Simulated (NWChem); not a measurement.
**BHOF2 (difluorohydroxyborane) at wB97X/def2-TZVPP**

Aim: the electronic atomisation energy of BHOF2 (difluorohydroxyborane) at wB97X/def2-TZVPP, from 5 runs. 

Program for the calculation: NWChem 7.3.0.

### 1 The system as given

The species is BHOF2 (5 atoms), meant as a singlet with charge 0. As SMILES, `OB(F)F`. Geometry: relaxed at PBE0-D4/def2-TZVP.

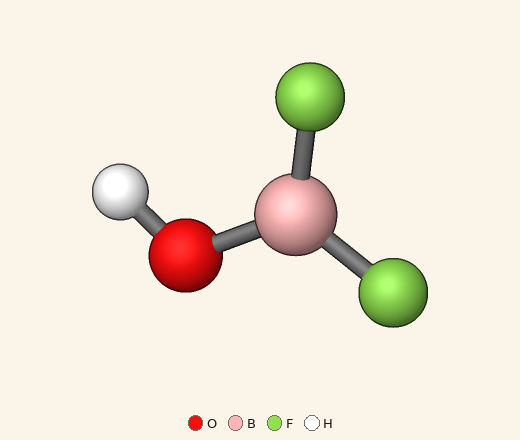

Viewed from a chosen angle; oxygen red, boron pink, fluorine green, hydrogen white.

### 2 A single-point energy at wB97X/def2-TZVPP (run 1)

bf2ho.nw

```
start bf2ho
memory stack 880 mb heap 220 mb global 1100 mb

geometry noautosym nocenter noautoz
  O        0.038630       1.000750       0.174310
  B        0.105760      -0.342460       0.137210
  F        0.731030      -0.986880       1.100700
  F       -0.439530      -1.051930      -0.843330
  H       -0.435890       1.380520      -0.568880
end

basis "ao basis" spherical bse
  * library def2-TZVPP
end

dft
  xc wb97x
  grid fine
  convergence energy 1e-08
  maxiter 100
  mulliken
  print low
end

task dft energy
```

On the command line:

```console
nwchem bf2ho.nw > bf2ho.out
```

The program printed, cut to the lines that bear on the results:

```text
[...]
 d= 0,ls=0.0,diis     1   -300.5105823342 -4.13D+02  5.02D-03  1.11D+00    12.3
[...]
 d= 0,ls=0.0,diis    10   -300.6075727920 -2.92D-09  2.08D-07  1.04D-09   125.3
         Total DFT energy =     -300.607572792012
      One electron energy =     -640.261384807675
           Coulomb energy =      260.968880492415
    Exchange-Corr. energy =      -34.040675359029
 Nuclear repulsion energy =      112.725606882276
[...]
      Total Density - Mulliken Population Analysis
     ---------------------------------------------
    Atom       Charge   Shell Charges
 -----------   ------   -------------------------------------------------------
    1 O    8     8.27   0.79  1.18  0.59  0.84  0.31  1.94  1.84  0.76  0.00  0.01  0.00
    2 B    5     4.46   0.92  1.05  0.49  0.14  0.01  0.98  0.31  0.08  0.17  0.23  0.07
    3 F    9     9.23   0.77  1.20  0.62  0.94  0.39  2.30  2.12  0.89  0.00  0.01  0.00
    4 F    9     9.24   0.77  1.20  0.62  0.94  0.39  2.30  2.12  0.90  0.00  0.01  0.00
    5 H    1     0.79   0.26  0.40  0.03  0.02  0.06  0.01
[...]
```

Wall time 2.1 min (1 thread of Intel Xeon 6975P-C (Granite Rapids), shared host); peak memory 0.11 GiB.

### 3 The B atom at the same level (run 2)

sp.xyz

```xyz
1
B
B      0.000000     0.000000     0.000000
```

sp.nw

```
start sp
title "B"
memory total 2200 mb
geometry units angstroms noautosym nocenter noautoz
  load format xyz sp.xyz
end
basis spherical bse
  * library def2-TZVPP
end
dft
  xc wb97x
  mult 2
  grid fine
  convergence energy 1e-08
  iterations 100
  mulliken
  print low
end
task dft
```

Run the same way, it converges to -24.65154 Eh (log not shown).

### 4 The F atom (run 3)

m1.nw

```
START m1
TITLE "F"
memory 2200 mb
charge 0
GEOMETRY noautosym nocenter noautoz
 F     0.000000    0.000000    0.000000
END
BASIS spherical bse
 * library def2-TZVPP
END
DFT
 xc wb97x
 mult 2
 grid fine
 convergence energy 1e-08
 iterations 100
 mulliken
 noprint "final vectors analysis"
END
TASK dft energy
```

On the command line:

```console
nwchem m1.nw > m1.out
```

The program printed, cut to the lines that bear on the results:

```text
[...]
          Wavefunction type:  spin polarized.
          No. of atoms     :     1
          No. of electrons :     9
[...]
          Charge           :     0
          Spin multiplicity:     2
[...]
          AO basis - number of functions:    31
[...]
              XC Information
              --------------
                       wb97x  Method XC Functional
                     Hartree-Fock (Exact) Exchange  1.000
                         wb97x Exchange Functional  1.000
                      wb97x Correlation Functional  1.000
[...]
 d= 0,ls=0.0,diis     1    -99.7348767576 -9.97D+01  2.82D-03  9.53D-02     0.2
[...]
 d= 0,ls=0.0,diis     7    -99.7471723690 -1.00D-09  1.72D-07  7.01D-11     1.1
[...]
         Total DFT energy =      -99.747172369010
      One electron energy =     -139.192224437886
           Coulomb energy =       49.802794302258
    Exchange-Corr. energy =      -10.357742233382
 Nuclear repulsion energy =        0.000000000000
[...]
      Total Density - Mulliken Population Analysis
     ---------------------------------------------
    Atom       Charge   Shell Charges
 -----------   ------   -------------------------------------------------------
    1 F    9     9.00   0.78  1.19  0.65  0.98  0.40  2.20  1.92  0.88  0.00  0.00  0.00
     --------------------------------------------
      Spin Density - Mulliken Population Analysis
     --------------------------------------------
    Atom       Charge   Shell Charges
 -----------   ------   -------------------------------------------------------
    1 F    9     1.00   0.00 -0.00  0.02  0.01 -0.03  0.48  0.41  0.11  0.00  0.00  0.00
[...]
      <S2> =      0.7518 (Exact =     0.7500)
[...]
```

Wall time 1.7 s (1 thread of Intel Xeon 6975P-C (Granite Rapids), shared host); peak memory 0.1 GiB.

Run 4 isn't shown in full; the table further down has it.

### 5 The O atom, same level (run 5)

input.nw

```
start input
memory stack 880 mb heap 220 mb global 1100 mb

geometry units angstrom noautosym nocenter noautoz
 O        0.000000       0.000000       0.000000
end

basis "ao basis" spherical bse
 * library def2-TZVPP
end

dft
 xc wb97x
 mult 3
 grid fine
 convergence energy 1e-08
 iterations 100
 mulliken
 noprint "final vectors analysis"
end

task dft energy
```

Run the same way, it converges to -75.07688 Eh (log not shown).

### 6 The series

```
run               level  partner  energy (Eh)  wall time
  1    wB97X/def2-TZVPP     base  -300.607573    2.1 min
  2  U-wB97X/def2-TZVPP    atoms   -24.651539        2 s
  3  U-wB97X/def2-TZVPP    atoms   -99.747172      1.7 s
  4  U-wB97X/def2-TZVPP    atoms    -0.501393     0.83 s
  5  U-wB97X/def2-TZVPP    atoms   -75.076883      1.6 s
```

### 7 Summary of results

Level: wB97X/def2-TZVPP.

```
                     quantity         value
         O atom: total energy  -75.07688 Eh
                 O atom: ⟨S²⟩         2.005
electronic atomisation energy     24.039 eV
```

What this shows: Taking the molecule apart into free atoms costs 24.04 eV (2319 kJ/mol), before zero-point energy and without spin-orbit coupling. All runs together took 2.2 min, the longest 2.1 min.
